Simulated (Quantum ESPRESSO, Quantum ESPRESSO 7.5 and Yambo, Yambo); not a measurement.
**InP (F-43m): G0W0 on several meshes in Yambo**

How does the mesh move the gap of InP (F-43m)?

Main program and level: Quantum ESPRESSO 7.5 and Yambo 5.3.0; PBE and many-body steps on it, plane waves.

**1. The structure**

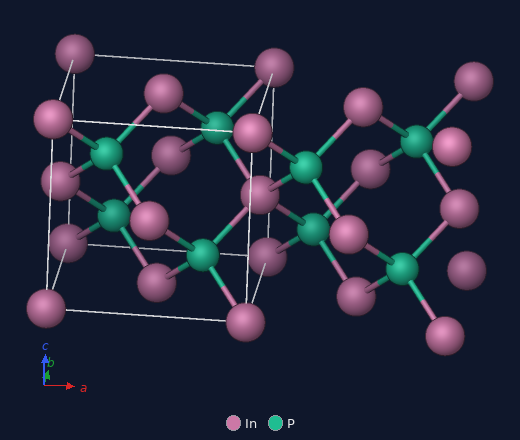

The cell as given, slightly off an axis (indium pink, phosphorus teal). 2×1×1 cells are drawn. This picture shows the conventional cell, with its axes. Bonds to atoms that aren't drawn are left out. Some periodic images of atoms are drawn too.

The cell and positions come from the Crystallography Open Database and are kept as given unless a step says otherwise.

**2. Empty states on the mesh, 4×4×4 mesh, 609 bands**

This step: Quantum ESPRESSO 7.5; DFT, PBE, plane waves, norm-conserving pseudopotentials.

The sums over transitions need many empty states on a uniform mesh; this step solves for them.

pw.in

```
&control
  calculation = 'nscf'
  prefix = 'x'
  outdir = 'o'
  pseudo_dir = 'pseudo'
/
&system
  ibrav = 0
  nat = 2
  ntyp = 2
  ecutwfc = 80.0
  nbnd = 609
  force_symmorphic = .true.
/
&electrons
  conv_thr = 1e-9
  electron_maxstep = 80
  diago_full_acc = .true.
  diago_thr_init = 5e-6
/
ATOMIC_SPECIES
  In 114.82 In.upf
  P 30.974 P.upf
CELL_PARAMETERS angstrom
  -0.0000000000 2.9343500000 2.9343500000
  2.9343500000 -0.0000000000 2.9343500000
  2.9343500000 2.9343500000 -0.0000000000
ATOMIC_POSITIONS crystal
  In 0.0000000000 0.0000000000 0.0000000000
  P 0.2500000000 0.2500000000 0.2500000000
K_POINTS automatic
  4 4 4 0 0 0
```

On the command line:

```sh
$ OMP_NUM_THREADS=1 mpirun -n 4 pw.x -nk 4 -in pw.in > pw.out
```

The program printed:

```text
Program PWSCF v.7.5 starts

     This program is part of the open-source Quantum ESPRESSO suite
     for quantum simulation of materials; please cite
         "P. Giannozzi et al., J. Phys.:Condens. Matter 21 395502 (2009);
         "P. Giannozzi et al., J. Phys.:Condens. Matter 29 465901 (2017);
         "P. Giannozzi et al., J. Chem. Phys. 152 154105 (2020);
     in publications or presentations arising from this work. More details at

     Atomic positions and unit cell read from directory:
     o/x.save/

     Message from routine setup:
[...]
298.5774

          k =-0.3536-0.3536 0.3536 (  4140 PWs)   bands (ev):

[...]
64.4159  66.7542  66.7542  66.8024  67.0517  67.0517  68.1622  68.8442
     [... 65 further rows ...]
   295.5359 295.7417 295.8382 295.8382 295.8654 296.1767 296.2088 297.1051
   297.3231

          k = 0.3536 0.0000 0.0000 (  4088 PWs)   bands (ev):

     [... further k-points ...]

     highest occupied, lowest unoccupied level (ev):     8.2604    8.9469

     XML data file, pseudopotentials, collected wavefunctions

=------------------------------------------------------------------------------=
   JOB DONE.
=------------------------------------------------------------------------------=
```

Elapsed: 65 s, on 4 MPI ranks of Intel Xeon Platinum 8559C (Emerald Rapids), shared host; peak memory 1.3 GiB; 4.3 min of CPU time.

Numbers from this step:

```
gap                                                           : 0.6864 eV
k of the valence top                                          : 0, 0, 0
k of the conduction bottom                                    : 0, 0, 0
least direct gap                                              : 0.6864 eV
k points computed                                             : 8
lowest point of the top converged band, above the valence top : 287.7155 eV
```

On this mesh the gap is 0.686 eV.

The density comes from a self-consistent run that is not shown.

**3. Conversion and set-up**

This step: Yambo 5.3.0; conversion and set-up on PBE, plane waves, norm-conserving pseudopotentials.

The states are converted to the many-body program's format and the q mesh is built.

On the command line:

```sh
$ (cd o/x.save; p2y > p2y.log; mv SAVE ../..); yambo > setup.log
```

The program printed:

```text
 Yambo, version 5.3.0

 [02] CORE Variables Setup
 =========================

  [02.01] Unit cells
  ==================

  Cell kind             :  FCC
  Atoms in the cell     :  In  P
  number of In atoms    :  1
  number of P  atoms    :  1

  List of atomic masses
  Mass of In    :  114.8200
  Mass of P     :  30.97400

  List of atomic coordinates    : [cc]
  In1       :  0.000000  0.000000  0.000000  order 1
  P1       :  2.772559  2.772559  2.772559  order 2

  Alat factors          :  5.545118  5.545118  5.545118 [a.u.]
  Direct lattice volume :  341.0062 [a.u.]
[...]
==========================================

 IBZ Q-points                                      :   8
 BZ  Q-points                                      :   64

 K/Q-points units:
 rlu = crystal or reduced units; cc = cartesian coordinates; iku = interal k-units

 Q [1]          [rlu]:  0.000000  0.000000  0.000000
 Q [2]          [rlu]:  0.92257E-17  0.92257E-17  0.25000
 Q [3]          [rlu]: -0.18451E-16 -0.18451E-16 -0.50000
[...]
Q [7]          [rlu]: -0.40653E-17 -0.50000     -0.50000
 Q [8]          [rlu]:  0.250000 -0.500000 -0.250000

  [03.01] X indexes
  =================

   [03.01.01] Sigma indexes
   ========================

 [06] Game Over & Game summary
```

Elapsed: 3.3 s, on 1 MPI rank; peak memory 0.25 GiB.

**4. 4×4×4**

Now the one-shot GW correction: screening in the RPA, then the self-energy of the levels asked for.

This step: G0W0 on PBE, plane waves, norm-conserving pseudopotentials.

gw2.in

```
HF_and_locXC
gw0
dyson
ppa
em1d
rim_cut
RandQpts= 1000000
RandGvec= 1 RL
EXXRLvcs= 80 Ry
VXCRLvcs= 320 Ry
Chimod= "HARTREE"
% BndsRnXp
 1 | 256 |
%
NGsBlkXp= 17 Ry
% LongDrXp
 1 | 1 | 1 |
%
% GbndRnge
 1 | 256 |
%
DysSolver= "n"
ExtendOut
PPAPntXp= 27.21138 eV
% QPkrange
 1 | 1 | 12 | 15 |
%
```

On the command line:

```sh
$ OMP_NUM_THREADS=1 mpirun -n 4 yambo -F gw2.in -J gw2 -C gw2 > gw2.log
```

The program printed:

```text
 Yambo, version 5.3.0

 [02] CORE Variables Setup
 =========================

  [... cell, symmetries and grids as in the set-up ...]

  [02.05] Energies & Occupations
  ==============================

  [X] === General ===
  [X] Electronic Temperature                        :  0.000000  0.000000 [eV K]
  [X] Bosonic    Temperature                        :  0.000000  0.000000 [eV K]
  [X] Finite Temperature mode                       : no
  [X] El. density                                   :  0.51453E+24 [cm-3]
  [X] Fermi Level                                   :  8.260446 [eV]

  [X] === Gaps and Widths ===
  [X] Conduction Band Min                           :  0.686430 [eV]
  [X] Valence Band Max                              :  0.000000 [eV]
  [X] Filled Bands                                  :  13
  [X] Empty Bands                                   :    14   609
  [X] Direct Gap                                    :  0.686430 [eV]
  [X] Direct Gap localized at k                     :  1
  [X] Indirect Gap                                  :  0.686430 [eV]
  [X] Indirect Gap between kpts                     :  1  1
  [X] Last valence band width                       :  2.892736 [eV]
  [X] 1st conduction band width                     :  3.606218 [eV]

 [03] Transferred momenta grid and indexing
 ==========================================

 IBZ Q-points                                      :   8
 BZ  Q-points                                      :   64

 K/Q-points units:
 rlu = crystal or reduced units; cc = cartesian coordinates; iku = interal k-units

 Q [1]          [rlu]:  0.000000  0.000000  0.000000
 Q [2]          [rlu]:  0.92257E-17  0.92257E-17  0.25000
 Q [3]          [rlu]: -0.18451E-16 -0.18451E-16 -0.50000
 Q [4]          [rlu]:  0.20327E-17  0.25000      0.25000
 Q [5]          [rlu]: -0.25051E-16  0.25000      0.50000
 Q [6]          [rlu]: -0.73963E-16  0.25000     -0.25000
 Q [7]          [rlu]: -0.40653E-17 -0.50000     -0.50000
 Q [8]          [rlu]:  0.250000 -0.500000 -0.250000

 [04] Coloumb potential Random Integration (RIM)
 ===============================================

  [04.01] RIM initialization
  ==========================

  * Diagonal components only detected *

  8 x (sBL volume)        :  0.090926 [a.u.]
  sBZ random points       :  1000000
  Points outside the sBZ  :   7987327
  RL volume               :  0.727407 [a.u.]
  Integrated volume       :  0.728561 [a.u.]

  [04.02] RIM integrals
  =====================

  Gamma point sphere radius             :  0.081567 [a.u.]
  Points outside the sphere             :   799513
  [Int_sBZ(q=0) 1/q^2]*(Vol_sBZ)^(-1/3) =:  7.764325
                                 should be <:  7.795600

  Summary of Coulomb integrals for non-metallic bands |Q|[au] RIM/Bare

  Q [1] 0.100000E-4 0.995988 * Q [2] 0.245324 1.066027
  Q [4] 0.283276 1.064776 * Q [6] 0.400612 1.027388
  Q [5] 0.469759 1.020443 * Q [3] 0.490648 1.018189
  Q [7] 0.566551 1.014848 * Q [8] 0.633423 1.011845

 [WARNING] [Xp] User bands 1-256 break level degeneracy

 [05] Dipoles
 ============

  [05.01] Setup: observables and procedures
  =========================================

 [06] Dynamic Dielectric Matrix (PPA)
 ====================================

 [WR./gw2//ndb.pp]---------------------------------------------------------------
  Brillouin Zone Q/K grids (IBZ/BZ)                :    8   64    8   64
  RL vectors                                       :   5029 [WF]
  Coulomb cutoff potential                         : none
  Electronic Temperature                           :  0.000000 [K]
  Bosonic    Temperature                           :  0.000000 [K]
  PPA    diel. fun.  energies                      : Perdew, Burke & Ernzerhof(X)+Perdew, Burke & Ernzerhof(C)
  wavefunctions                                    : Perdew, Burke & Ernzerhof(X)+Perdew, Burke & Ernzerhof(C)
  Global Gauge                                     : length
  X matrix size                                    :   459
  X band range                                     :    1  256
  X e/h energy range                               : -1.000000 -1.000000 [eV]
  X Time ordering                                  : R
  X Hxc Kernel                                     : HARTREE
  X Drude frequency                                :  0.000000  0.000000
  X poles                                          :  100.0000 [o/o]
  RL vectors in the sum                            :   5029
  [r,Vnl] included                                 : yes
  Field direction                                  :  0.577350E-5  0.577350E-5  0.577350E-5
  BZ energy Double Grid                            : no
  BZ energy DbGd points                            : 0
  BZ Q point size factor                           : -1.000000
  X Optical Averaged directions                    : none

 [07] Local Exchange-Correlation + Non-Local Fock
 ================================================

 [VXC] Plane waves :   33079
 [EXS] Plane waves :   4279

 QP @ state[ 1 ] K range:  1  1
 QP @ state[ 1 ] b range:  12  15

 [xc] Functional : Perdew, Burke & Ernzerhof(X)+Perdew, Burke & Ernzerhof(C)
 [xc] LIBXC used to calculate xc functional
  PP Number of Atomic Species                      :  2
  NLCC RL compoments                               :   33079
  PP Number of Atomic Species                      :  2
  NLCC RL compoments                               :   33079

 [xc] E_xc :  -18.18593 [Ha]
      E_xc :  -36.37186 [Ry]

  Local XC kind (lXC) : Perdew, Burke & Ernzerhof(X)+Perdew, Burke & Ernzerhof(C)
  Non-Local XC kind (nlXC) : Hartree-Fock

  Corrections @ K [1] :  [eV]
 <12|nlXC|12> = -14.70522  0.18346E-16 <12|lXC|12> = -12.90482  0.000000
 <13|nlXC|13> = -14.70532  0.81267E-17 <13|lXC|13> = -12.90482  0.000000
 <14|nlXC|14> = -7.812627  0.19826E-17 <14|lXC|14> = -11.73024  0.000000
 <15|nlXC|15> = -6.358374  0.11220E-18 <15|lXC|15> = -10.77631 -0.37763E-15

 [08] Dyson equation: Newton solver
 ==================================

  [08.01] G0W0 (W PPA)
  ====================

  [  GW  ] Bands range     :    1  256
  [GW/PPA] G damping       :  0.100000 [eV]

  QP @ state[ 1 ] K range:  1  1
  QP @ state[ 1 ] b range:  12  15

   Sc/G bands                                       :    1  256
   Sc/G damping                                     :  0.100000 ev
   Sc bands terminator                              : no
   Sx RL components                                 :   4279

   QP @ state[ 1 ] K range                          :  1  1
   QP @ state[ 1 ] b range                          :  12  15
   GF energies kind                                 : Perdew, Burke & Ernzerhof(X)+Perdew, Burke & Ernzerhof(C)
   GF WF`s kind                                     : Perdew, Burke & Ernzerhof(X)+Perdew, Burke & Ernzerhof(C)
   Xs energies kind                                 : Perdew, Burke & Ernzerhof(X)+Perdew, Burke & Ernzerhof(C)
   Xs WF`s kind                                     : Perdew, Burke & Ernzerhof(X)+Perdew, Burke & Ernzerhof(C)

 [11] Game Over & Game summary
```

Run time: 5 min. Hardware: 4 MPI ranks; peak memory 2.1 GiB; 20 min of CPU time.

Numbers from this step:

* G0W0 gap on the points computed: 1.384 eV
* starting gap on the mesh: 0.6864 eV
* k of the valence top: 0, 0, 0
* k of the conduction bottom: 0, 0, 0
* least direct G0W0 gap on the computed points: 1.384 eV
* Z at the valence top: 0.7799
* Z at the conduction bottom: 0.7935

The gap on the mesh goes from 0.69 eV to 1.38 eV, a correction of +0.70 eV.

**5. Empty states on the mesh, 2×2×2 mesh, 256 bands**

This step: Quantum ESPRESSO 7.5; DFT, PBE, plane waves, norm-conserving pseudopotentials.

pw.in, as its differences from that of step 2:

```diff
@@ -11,3 +11,3 @@
   ecutwfc = 80.0
-  nbnd = 609
+  nbnd = 256
   force_symmorphic = .true.
@@ -31,2 +31,2 @@
 K_POINTS automatic
-  4 4 4 0 0 0
+  2 2 2 0 0 0
```

On the command line:

```sh
$ OMP_NUM_THREADS=1 mpirun -n 4 pw.x -nk 4 -in pw.in > pw.out
```

The program printed:

```text
[banner, memory and clock lines left out]
Program PWSCF v.7.5 starts

     Atomic positions and unit cell read from directory:
     o/x.save/

     Message from routine setup:
     using ibrav=0 with symmetry is DISCOURAGED, use correct ibrav instead

     Message from routine divide_et_impera:
     suboptimal parallelization: some nodes have no k-points

     G-vector sticks info

     bravais-lattice index     =            0
     lattice parameter (alat)  =       7.8420  a.u.
     unit-cell volume          =     341.0062 (a.u.)^3
     number of atoms/cell      =            2
[...]
[... 20 further rows ...]
[...]
k =-0.3536-0.3536 0.3536 (  4140 PWs)   bands (ev):

[...]
[... 20 further rows ...]
[...]
k =-0.7071 0.0000 0.0000 (  4136 PWs)   bands (ev):

[...]
[... 20 further rows ...]
   158.0818 158.4994 158.4994 159.1378 159.6892 159.6892 161.1068 161.4218
   161.7808 161.7808 162.2578 162.3661 162.5981 162.5981 163.2546 163.2546

     highest occupied, lowest unoccupied level (ev):     8.2604    8.9469

     XML data file, pseudopotentials, collected wavefunctions
```

Elapsed: 8.8 s, on 4 MPI ranks; peak memory 0.51 GiB.

This step gave:

- gap: 0.6864 eV
- k of the valence top: 0, 0, 0
- k of the conduction bottom: 0, 0, 0
- least direct gap: 0.6864 eV
- k points computed: 3
- lowest point of the top converged band, above the valence top: 149.8849 eV

On this mesh the gap is 0.686 eV.

[end of part 1 of 2]

[Paths, hosts, dates, memory and timing lines, banners, echoed tables and standing remarks are left out of the program output.]

[Logs are printed without paths, hosts, clocks, repeated set-up lines and the standing remarks that a program may print on its own settings, such as how far it seeks lower states.]

[Runs of the session that timed out or met a known fault of the program may be left out.]

[Hosts, paths, dates, database ids (printed as entryN), source tags and the programs' standing remarks are cut or masked in the printed files.]
